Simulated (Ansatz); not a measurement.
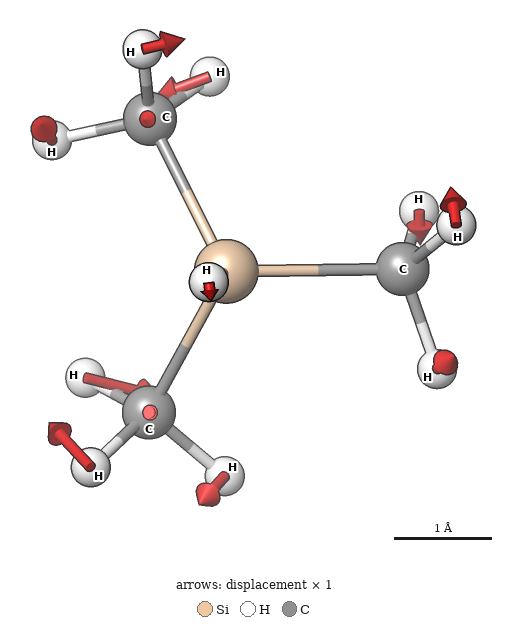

This is a relaxation of C₃H₁₀Si. The starting structure is drawn; red arrows show the displacements, at their true length. The two geometries are superimposed by the best rigid fit.

Style: ball-and-stick. Shown at a tilt.

The run prepares the start of a later molecular dynamics calculation, from a guessed geometry.

Computed with RKS PBE0-D4/def2-SVP (Ansatz 0.2.0).

Input
```yaml
crystal:
  periodic: [false, false, false]
  atoms:
    - { symbol: Si, position_ang: [0.0, 0.0, 0.0] }
    - { symbol: H, position_ang: [0.0, 0.0, 1.46] }
    - { symbol: C, position_ang: [1.7634, 0.0, -0.6227] }
    - { symbol: H, position_ang: [2.1111, -1.0463, -0.7509] }
    - { symbol: H, position_ang: [1.8119, 0.5276, -1.5981] }
    - { symbol: H, position_ang: [2.4154, 0.5187, 0.1108] }
    - { symbol: C, position_ang: [-0.8808, 1.5259, -0.6227] }
    - { symbol: H, position_ang: [-1.9334, 1.2723, -0.8671] }
    - { symbol: H, position_ang: [-0.8624, 2.3106, 0.1622] }
    - { symbol: H, position_ang: [-0.3704, 1.9025, -1.5336] }
    - { symbol: C, position_ang: [-0.8808, -1.5259, -0.6227] }
    - { symbol: H, position_ang: [-1.3804, -2.0377, 0.2261] }
    - { symbol: H, position_ang: [-1.6409, -1.2332, -1.3768] }
    - { symbol: H, position_ang: [-0.1449, -2.2146, -1.0879] }
basis:
  gaussian: { orbitals: def2-SVP }
hamiltonian:
  xc: pbe0
  dispersion: d4
relax:
  f_tol: 0.02
  max_steps: 40
output:
  orbitals: {}
```

Launched with:
```bash
ansatz run input.yaml --threads 2 --pin off --max-ram 3072MiB --backend cpu --events-out ev --progress --plain --runs-dir out
```

**Which element moves most?**

Hydrogen: up to 0.91 Å, against 0.18 Å for carbon.

**Describe the change and its energy.**

After 8 geometry steps the energy has fallen by 0.249 eV. The largest force component goes from 0.79 to 0.0015 eV/Å. The forces were under the threshold at step 5, but the run went on from there. The largest moves after the best rigid fit, 0.91 Å, are those of H12 and H13. Largest moves by element: H 0.91 Å, C 0.18 Å, Si 0.05 Å. Near-neighbour distances that change, for instance: Si1–H2 1.460 → 1.502 Å, Si1–C11 1.869 → 1.883 Å, C11–H12 1.110 → 1.101 Å. Groups turn about Si1–C11 by about 50°, Si1–C7 by about 35°, Si1–C3 by about 30°.
